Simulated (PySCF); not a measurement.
C₅H₈F₃Si (doublet)

The calculation's input:

```
{"job": {"kind": "epr", "basis": "pcH-1"}, "charge": 0, "multiplicity": 2}
F     -1.458382     1.251579     0.743591
C     -1.840823     0.366308    -0.211330
F     -2.821067    -0.385584     0.342371
C     -0.653376    -0.509131    -0.663399
C     -0.106465    -1.266565     0.489862
C      0.990381    -0.646080     1.266798
Si     1.516647     0.873124     0.253121
F      3.081922     0.781258    -0.158246
C      0.436550     0.404917    -1.241874
H     -2.291987     0.943988    -1.033909
H     -1.070747    -1.185755    -1.419374
H     -0.615413    -2.144907     0.845161
H      0.646199    -0.391598     2.275727
H      1.807926    -1.359492     1.419482
H      1.352263     2.195680     0.821704
H      1.024632    -0.160205    -1.965211
H     -0.005258     1.244493    -1.774383
```

Run with:

```sh
OMP_NUM_THREADS=1 python probes_run.py task.json out
```

Geometry: GFN2-xTB.

Computed with UKS B3LYP, pcH-1 on C F H Si, non-relativistic, mean-field spin-orbit, GIAO in PySCF.

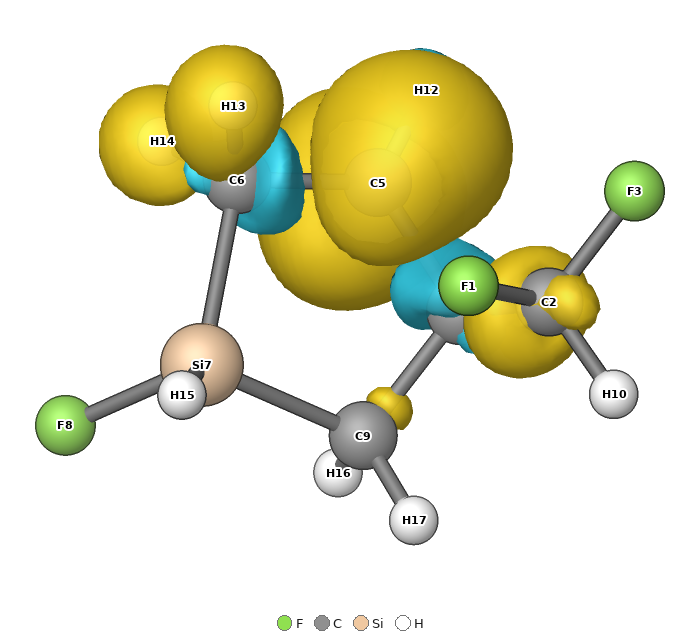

Figure 1. Isosurfaces of the spin density at +0.015 (yellow) and −0.015 e/Å³ (cyan), seen across its widest extent.

Which atoms carry the spin?

Answer. The unpaired spin (1 electron) lies mostly on C5 (about 0.7), in electrons by Hirshfeld's partition.

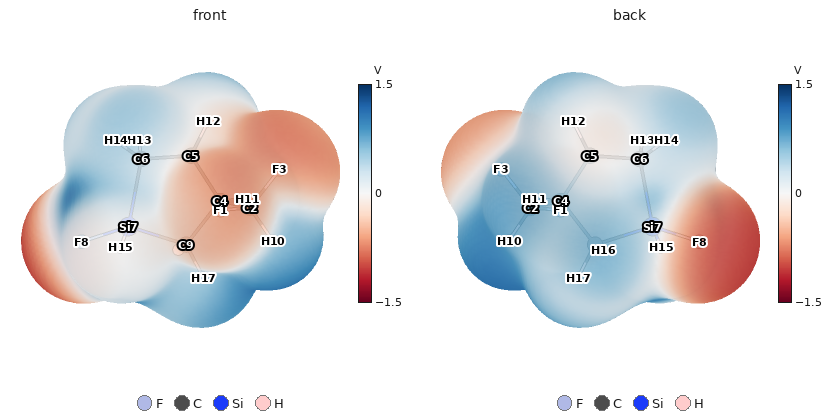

Figure 2. The molecular electrostatic potential painted on the density surface at 0.001 e/bohr³, seen from the front and from behind; red is negative and blue positive.

Describe the electrostatic potential map.

Answer. The most negative region (about −1.0 V, or −23 kcal/mol for a unit charge) lies over F8, the most positive (about +1.1 V, or +25 kcal/mol for a unit charge) over H10 and H17.

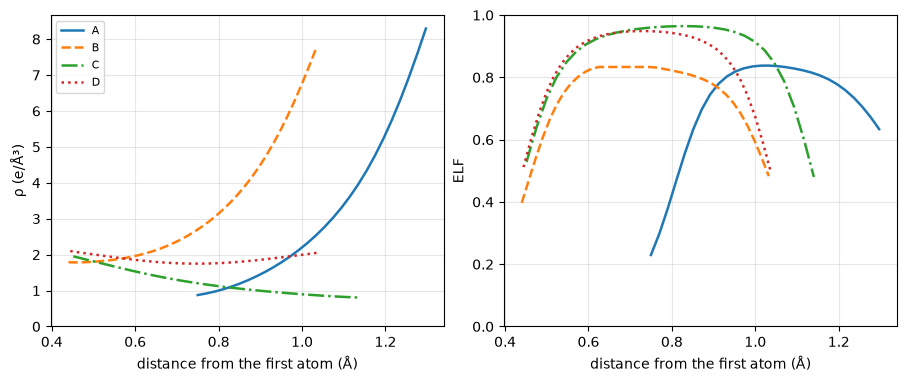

Figure 3. Total electron density and ELF along straight lines between neighbouring atoms. The curves leave out the atomic cores.

Which curve belongs to which contact (C–C, C–F, C–Si and Si–F)? The first atom named is at distance zero.

Answer. Curve A: Si–F (1.62 Å): ρ at the midpoint is about 1 e/Å³; the ELF peaks at about 0.85 in the valence shell of F, 0.6 Å from its nucleus, and is about 0.45 at the midpoint. Curve B: C–F (1.35 Å): the density is about 2.2 e/Å³ at the midpoint, with its minimum of 1.8 e/Å³ about 0.5 Å from C; the ELF peaks at about 0.85 between the atoms; a shared but strongly polarised pair. Curve C: C–Si (1.90 Å): ρ at the midpoint is about 0.94 e/Å³; the ELF peaks at about 0.95 between the atoms, as expected for a covalent bond. Curve D: C–C (1.48 Å): ρ at the midpoint is about 1.7 e/Å³; the ELF peaks at about 0.95 between the atoms: a shared electron pair.
